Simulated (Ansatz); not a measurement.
A series of calculations on AlN$_{2}$H$_{7}$SO

**1. Relaxation**

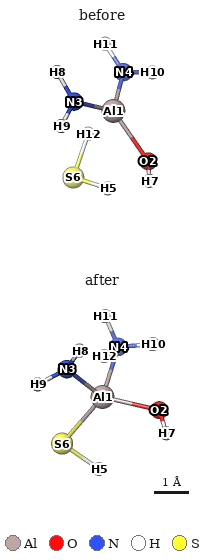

The structure of AlN2H7SO before (top) and after (bottom) a relaxation, at one scale.

Style: ball-and-stick. Shown from a free direction.

The run prepares an end point of a later path (reaction) calculation, from a guessed geometry.

These are results of RKS PBE/def2-SVP in Ansatz, not measurements. Set-up: no spin polarisation; force threshold 0.03 eV/Å; at most 50 steps.

> Summarise the run.

Over 29 accepted moves (35 points after the start) the energy falls by 136.6 kJ/mol. The largest force component goes from 1.2 to 0.017 eV/Å. The line search rejected the trial steps at points 16, 20, 26, 29, 31, 34 of the run. The largest move after the best rigid fit is that of H12, 1.36 Å. By element the largest moves are H 1.36 Å, S 1.12 Å, Al 0.77 Å, O 0.59 Å, N 0.47 Å. Among the contacts that change: S6–H12 1.372 → 3.019 Å, N4–H12 2.513 → 1.031 Å, Al1–S6 3.554 → 2.260 Å, Al1–N4 1.788 → 2.048 Å. New bonds form, among them: Al1–S6 (3.55 → 2.26 Å), N4–H12 (2.51 → 1.03 Å). Bonds break, among them: S6–H12 (1.37 → 3.02 Å). Bond angles that change, for instance: O2–Al1–N4 112.9° → 92.7°, N3–Al1–N4 124.0° → 103.9°, Al1–N4–H11 126.1° → 112.6°. The run took 73 s on 2 threads of Intel(R) Xeon(R) Platinum 8375C CPU @ 2.90GHz (Ice Lake) (shared host), peak memory 0.17 GiB.

Limits of the set-up: the start holds two separate molecules, 2.3 Å apart at their closest, whose relative position is a soft coordinate and is computed without a dispersion correction.

**2. Relaxation**

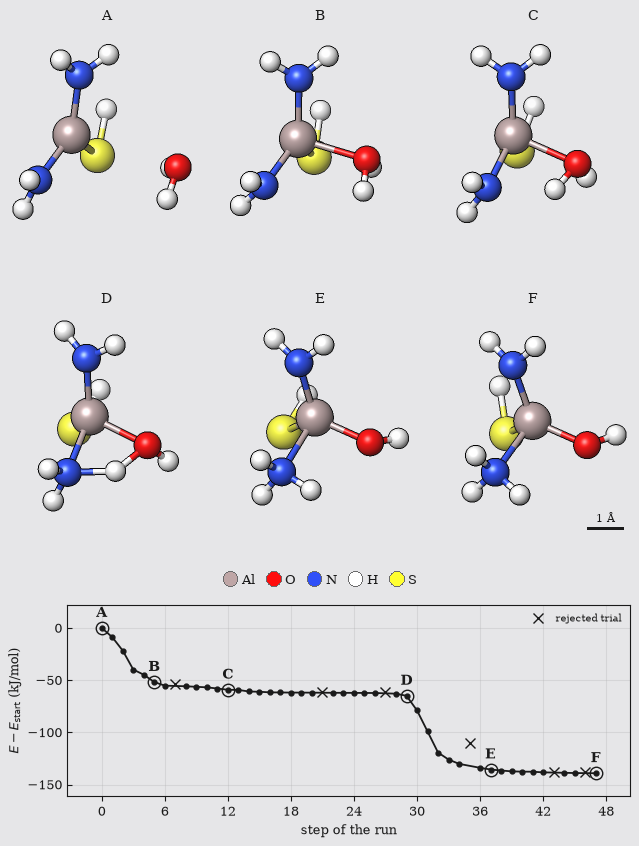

Frames of a relaxation of AlN$_{2}$H$_{7}$SO, marked on the history of the run. The picture is a ball-and-stick view, seen at a tilt.

The run prepares an end point of a later path (reaction) calculation, from a guessed geometry.

These are results of Ansatz, RKS PBE/def2-SVP, not measurements.

Input
```yaml
crystal:
  periodic: [false, false, false]
  atoms:
    - { symbol: Al, position_ang: [0.352892, -0.511867, 0.271592] }
    - { symbol: O, position_ang: [-1.287988, 1.777042, -1.162687] }
    - { symbol: "N", position_ang: [2.015809, 0.129354, 0.216365] }
    - { symbol: "N", position_ang: [-0.67526, -0.581432, 1.724083] }
    - { symbol: H, position_ang: [-1.345506, 0.943467, -1.669934] }
    - { symbol: S, position_ang: [-0.319936, -1.508955, -1.634122] }
    - { symbol: H, position_ang: [-0.472773, 2.176487, -1.521995] }
    - { symbol: H, position_ang: [2.414993, 0.785691, 0.891757] }
    - { symbol: H, position_ang: [2.722434, -0.124765, -0.477902] }
    - { symbol: H, position_ang: [-1.696689, -0.545562, 1.698477] }
    - { symbol: H, position_ang: [-0.350496, -0.403868, 2.677427] }
    - { symbol: H, position_ang: [-1.357378, -2.135592, -1.01316] }
basis:
  gaussian: { orbitals: def2-SVP }
hamiltonian:
  xc: pbe
relax:
  f_tol: 0.03
  max_steps: 50
output:
  orbitals: {}
```

Run as
```bash
ansatz run input.yaml --threads 2 --pin off --max-ram 3072MiB --backend cpu --events-out ev --progress --plain --runs-dir out
```

> Describe the path.

H7 moves most after the best rigid fit: 2.16 Å. By element the largest moves are H 2.16 Å, Al 0.99 Å, N 0.92 Å, S 0.52 Å, O 0.51 Å. Near-neighbour distances that change, for instance: N3–H7 3.661 → 1.031 Å, O2–H7 0.976 → 2.533 Å, Al1–O2 3.160 → 1.754 Å, Al1–N3 1.783 → 2.049 Å. New bonds form, among them: Al1–O2 (3.16 → 1.75 Å), N3–H7 (3.66 → 1.03 Å). Bonds break, among them: O2–H7 (0.98 → 2.53 Å). Among the angles between lasting bonds that change: N3–Al1–N4 125.3° → 103.7°, Al1–N3–H8 125.0° → 108.2°, N3–Al1–S6 114.3° → 101.2°. The energy falls by 139.1 kJ/mol in 41 accepted moves (47 points after the start). Largest force component: 0.4 eV/Å at the start, 0.014 eV/Å at the end. The line search rejected the trial steps at points 7, 21, 27, 35, 43, 46 of the run. The forces were under the threshold at step 22, but the run went on from there. From step 0 to 5: O2 moves most (0.71 Å), energy −51.8 kJ/mol. From step 5 to 12: H7 moves most (0.61 Å), energy −7.41 kJ/mol. From step 12 to 29: H11 moves most (0.51 Å), energy −5.79 kJ/mol. From step 29 to 37: H7 moves most (0.85 Å), energy −70.6 kJ/mol. From step 37 to 47: H12 moves most (0.66 Å), energy −3.57 kJ/mol.

Limits of the set-up: the start holds two separate molecules, 2.7 Å apart at their closest, whose relative position is a soft coordinate and is computed without a dispersion correction.

**3. Path**

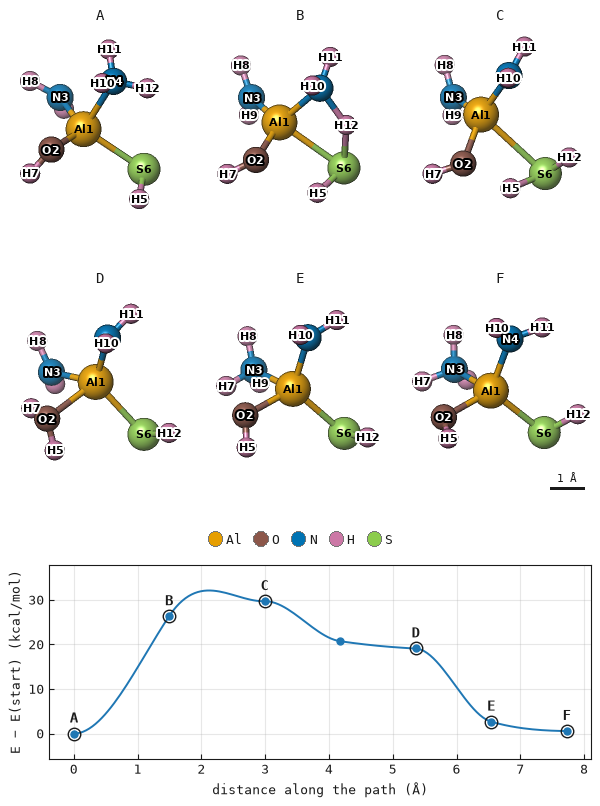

A nudged-elastic-band calculation for AlN2H7SO. Images are numbered from 0 (start) to 6 (end). Frames A to F are images 0, 1, 2, 4, 5, 6. The picture is a ball-and-stick view, seen from a free direction.

The calculation used RKS PBE/def2-SVP (Ansatz 0.2.0). Run with 5 movable images; climbing image; force threshold 0.05 eV/Å; iteration limit 60; starting path through a guess of the saddle point.

What happens along the path, and what is the barrier?

Breaking: H5–S6 (1.36 → 1.41 at the top → 3.75 Å), N4–H12 (1.03 → 3.13 at the top → 3.19 Å), O2–H7 (0.97 → 0.97 at the top → 2.53 Å). Forming: N3–H7 (3.52 → 3.27 at the top → 1.03 Å), O2–H5 (3.16 → 1.78 at the top → 0.97 Å), S6–H12 (3.02 → 1.36 at the top → 1.36 Å). Forward barrier 29.7 kcal/mol, backward barrier 29.1 kcal/mol, with image 2 at the top; the reaction energy is +0.6 kcal/mol. The band converged in 28 iterations. The largest component of the band force went from 7.1 to 0.045 eV/Å. The climbing image converged on the top of the path. Its vibrational analysis gives no imaginary modes over 30i cm⁻¹, so it isn't confirmed as a transition state.
